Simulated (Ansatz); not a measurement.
**H2MoO4 (SMILES [O]=[Mo](=[O])([OH])[OH]): density, localisation and related maps**

Input file:

```
crystal:
  periodic: [false, false, false]
  atoms:
    - symbol: Mo
      position_ang: [0.103875, -0.297996, 0.209344]
    - symbol: O
      position_ang: [-0.090395, -1.912887, -0.183492]
    - symbol: O
      position_ang: [0.794809, -0.188333, 1.729381]
    - symbol: O
      position_ang: [-1.567282, 0.529590, 0.207069]
    - symbol: O
      position_ang: [1.229347, 0.528301, -1.026866]
    - symbol: H
      position_ang: [-1.907143, 1.112949, 0.895827]
    - symbol: H
      position_ang: [1.497989, 0.160377, -1.876964]
basis:
  gaussian:
    orbitals: def2-TZVPD
output: {forces: true, orbitals: {seedname: orbitals}}
hamiltonian:
  xc: pbe0
```

Command:

```sh
ansatz run input.yaml --threads 2 --pin off --max-ram 5220MiB --events-out events.jsonl --progress --plain --runs-dir runs
```

Geometry: PBE0-D4/def2-SVP; core potentials replace the inner electrons of Mo.

The calculation used Ansatz 0.2.0, isolated molecule in a Gaussian basis; Kohn-Sham density functional theory, functional PBE0.

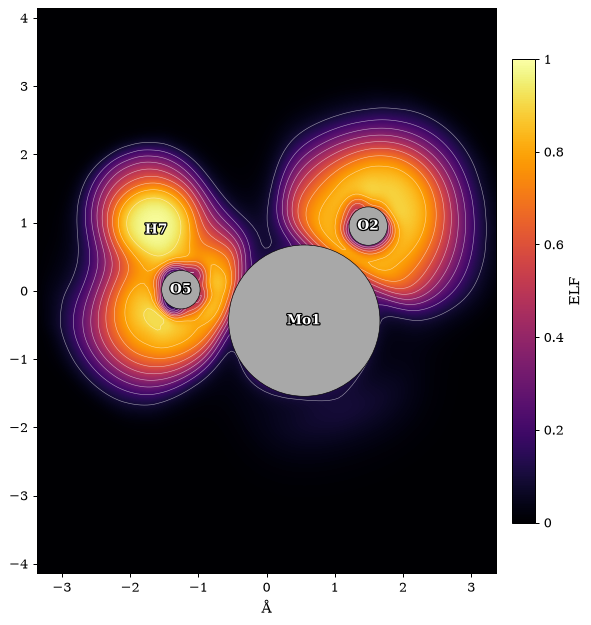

Figure 1. Electron localisation function on the plane of atoms O2, Mo1 and O5. Grey discs cover the atomic cores.

> What do the fields say about this system?

The section cuts through Mo, O and H sites. Mo–O (1.67 Å): the ELF peaks at about 0.80 in the valence shell of O, 0.5 Å from its nucleus, and drops to about 0.45 between the two atoms. O–H (0.96 Å): the ELF climbs to about 1 towards the hydrogen, as it does in any bond to H; an ordinary covalent bond to hydrogen. Mo–O (1.86 Å): the ELF peaks at about 0.85 in the valence shell of O, 0.5 Å from its nucleus, and drops to about 0.25 between the two atoms.

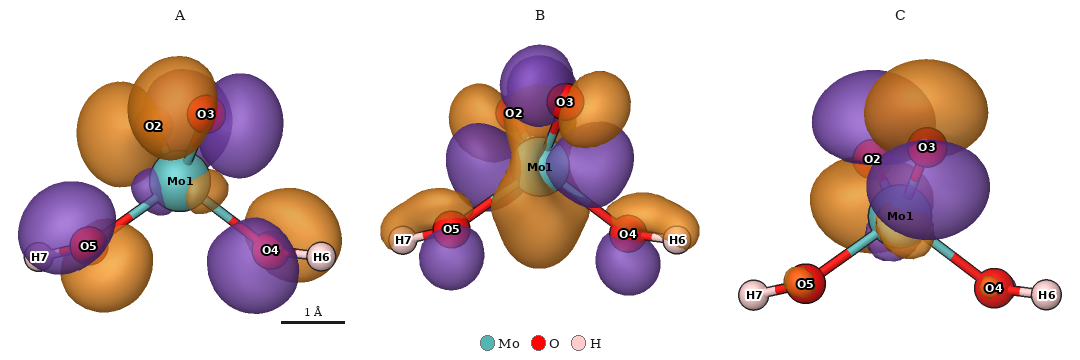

Figure 2. Three frontier orbitals at ±0.1 Å⁻³ᐟ² (orange and purple are the two phases), in no order.

> Order the three orbitals by energy and name them.

A is the HOMO−1 (−9.73 eV). By Hirshfeld shares it lies mainly on O2 (about 25 %), O3 (about 25 %), O4 (about 20 %), O5 (about 20 %) and Mo1 (about 10 %); largely a combination of lone pairs on O2, O3, O4 and O5. C is the HOMO (−9.20 eV). Its weight (Hirshfeld) is mainly on O2 (about 45 %) and O3 (about 45 %); largely a combination of lone pairs on O2 and O3. B is the LUMO (−2.20 eV). Its weight (Hirshfeld) is mainly on Mo1 (about 60 %), O2 (about 10 %), O3 (about 10 %), O4 (about 5 %) and O5 (about 5 %).

> What is the HOMO–LUMO gap?

7.00 eV between the orbital energies.

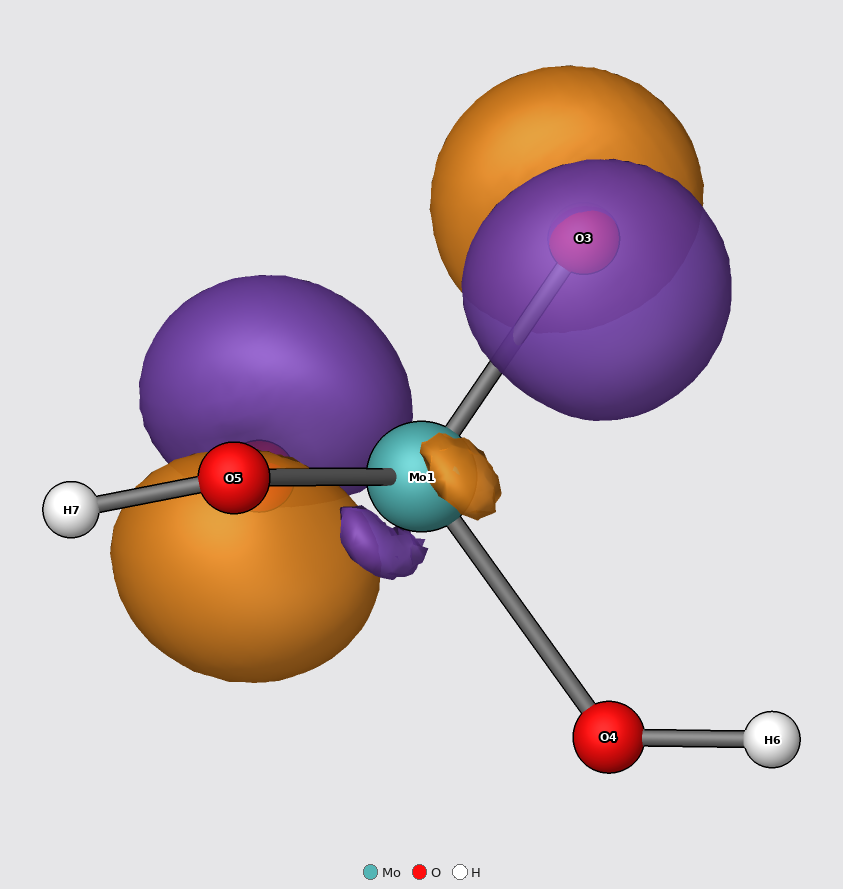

Figure 3. The HOMO at ±0.15 Å⁻³ᐟ² (orange and purple are the two phases), seen at an oblique angle.

> What is the character of this orbital?

By Hirshfeld shares it lies mainly on O2 (about 45 %) and O3 (about 45 %); largely a combination of lone pairs on O2 and O3. Its energy is −9.20 eV.
